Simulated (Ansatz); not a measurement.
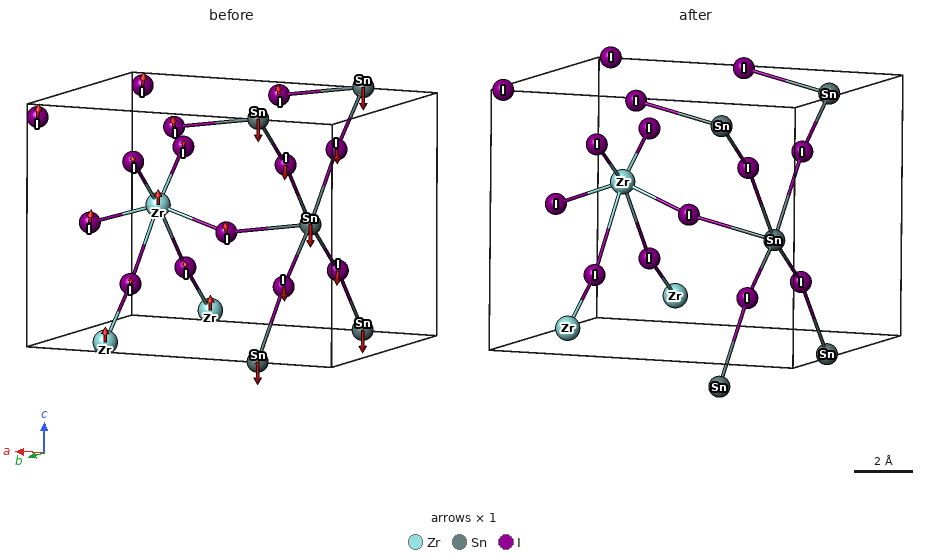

The structure of crystalline ZrSnI6 (built on the MoWO6-8 type type) before (left) and after (right) a relaxation, at one scale. The red arrows give the displacements (the part carried along by the change of the cell is left out), at their true length.

A ball-and-stick model of the larger cell on standard axes (2 times the calculation's cell), seen from a free direction.

Computed with DFT, r2SCAN+rVV10, plane waves, PAW in Ansatz. (plane-wave cutoff 500 eV; k-point mesh 4 × 4 × 2; occupations fermi dirac; smearing width 0.03 eV; no spin polarisation; cell and atoms relaxed; force threshold 0.01 eV/Å; at most 120 steps)

Summarise the run.

Answer. The run was cut off at its time limit before the relaxation converged, so the last structure is only a point on the way. After 10 accepted moves (11 points after the start) the energy has fallen by 8.9 meV per atom. The largest force component goes from 0.15 to 0.18 eV/Å. Pressure: 0.45 GPa at the start and 0.24 GPa at the end. The line search rejected the trial step at point 7 of the run. The atom that moves furthest relative to the cell is the Sn atom (0.83 Å along −c). By element the largest moves are Sn 0.83 Å, Zr 0.56 Å, I 0.55 Å. The volume changes by +9.5 %, with a 11.722 → 11.681 Å (−0.4 %), b 8.537 → 8.745 Å (+2.4 %), c 8.529 → 9.155 Å (+7.3 %), β 90.2° → 91.0°. Near-neighbour distances that change, for instance: I–Sn 3.140 → 3.580 Å, I–Zr 3.337 → 3.728 Å, I–Sn 3.272 → 3.389 Å, I–Sn 2.909 → 2.792 Å. Bond angles that change, for instance: Zr–I–Sn 155.3° → 174.3°, Zr–I–Sn 154.5° → 170.4°, I–Sn–I 84.5° → 99.1°. The space group stays Cm (No. 8).
